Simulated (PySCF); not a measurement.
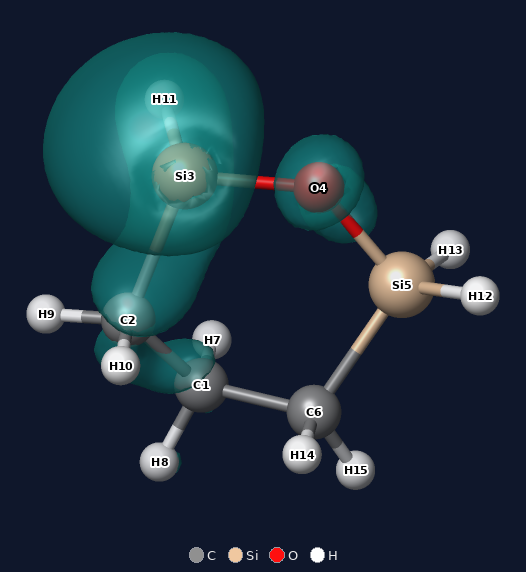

Figure 1: C₃H₉OSi₂ (SMILES C1C[SiH]O[SiH2]C1) (doublet). Isosurface of the spin density at +0.015 e/Å³ (teal), seen across its widest extent.

Geometry: GFN2-xTB.

These are results of UKS B3LYP, pcH-1 on C H O Si, non-relativistic, mean-field spin-orbit, GIAO (PySCF), not measurements.

```yaml
atoms:
  - { symbol: C, position_ang: [-1.0133, -0.4970, -0.4134] }
  - { symbol: C, position_ang: [-1.3274, 0.8397, 0.2702] }
  - { symbol: Si, position_ang: [0.1277, 2.0637, 0.1122] }
  - { symbol: O, position_ang: [1.5015, 1.1765, 0.2430] }
  - { symbol: Si, position_ang: [1.7926, -0.4202, 0.1459] }
  - { symbol: C, position_ang: [0.1008, -1.2813, 0.2861] }
  - { symbol: H, position_ang: [-0.7359, -0.3207, -1.4570] }
  - { symbol: H, position_ang: [-1.9261, -1.1037, -0.4225] }
  - { symbol: H, position_ang: [-2.2192, 1.2737, -0.1853] }
  - { symbol: H, position_ang: [-1.5776, 0.6441, 1.3155] }
  - { symbol: H, position_ang: [0.2342, 2.6995, -1.2036] }
  - { symbol: H, position_ang: [2.6765, -0.7178, 1.2666] }
  - { symbol: H, position_ang: [2.3866, -0.6527, -1.1713] }
  - { symbol: H, position_ang: [-0.1735, -1.4129, 1.3356] }
  - { symbol: H, position_ang: [0.1487, -2.2830, -0.1438] }
```

Question: Describe the spin distribution.

Answer: The unpaired spin (1 electron) lies mostly on Si3 (about 0.7) and H11 (about 0.1), in electrons by Hirshfeld's partition.
